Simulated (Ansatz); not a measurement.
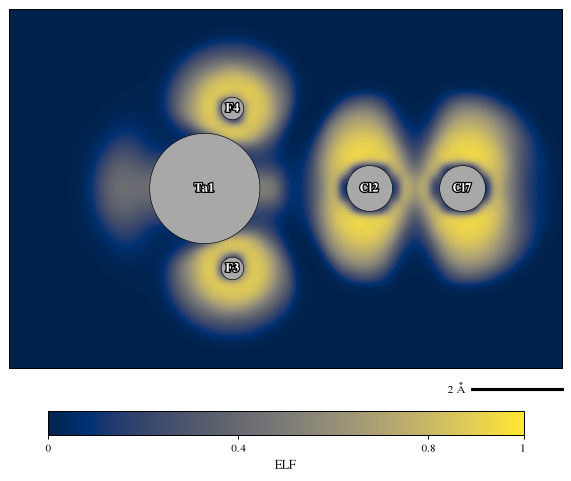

Figure 1: F$_{4}$Ta···Cl$_{2}$ (doublet). ELF on the plane of atoms F3, Ta1 and F4. Grey discs cover the atomic cores.

Core potentials replace the inner electrons of Ta; not at a stationary point (largest force 1.0 eV/Å).

These are results of UKS PBE/def2-SVP in Ansatz 0.2.0, not measurements.

```json
{"atom": "Ta", "x (Å)": "-0.4719", "y (Å)": "0.0000", "z (Å)": "0.0000"}
{"atom": "Cl", "x (Å)": "3.1882", "y (Å)": "0.0000", "z (Å)": "0.0000"}
{"atom": "F", "x (Å)": "0.1415", "y (Å)": "0.0000", "z (Å)": "1.7757"}
{"atom": "F", "x (Å)": "0.1415", "y (Å)": "0.0000", "z (Å)": "-1.7757"}
{"atom": "F", "x (Å)": "-1.2000", "y (Å)": "1.7281", "z (Å)": "0.0000"}
{"atom": "F", "x (Å)": "-1.2000", "y (Å)": "-1.7281", "z (Å)": "0.0000"}
{"atom": "Cl", "x (Å)": "5.2508", "y (Å)": "0.0000", "z (Å)": "0.0000"}
```

### Interpret the plot.

The section cuts through Ta, Cl and F sites. Ta1···Cl2 (3.66 Å): the ELF dips to about 0.10 between them. Ta–F (1.88 Å): the ELF peaks at about 0.85 in the valence shell of F, 0.5 Å from its nucleus, and drops to about 0.20 between the two atoms. Cl–Cl (2.06 Å): the ELF peaks at about 0.70 between the atoms. The ELF also peaks beside Cl2 and Cl7, away from the bonds: non-bonding electrons, paired or unpaired.
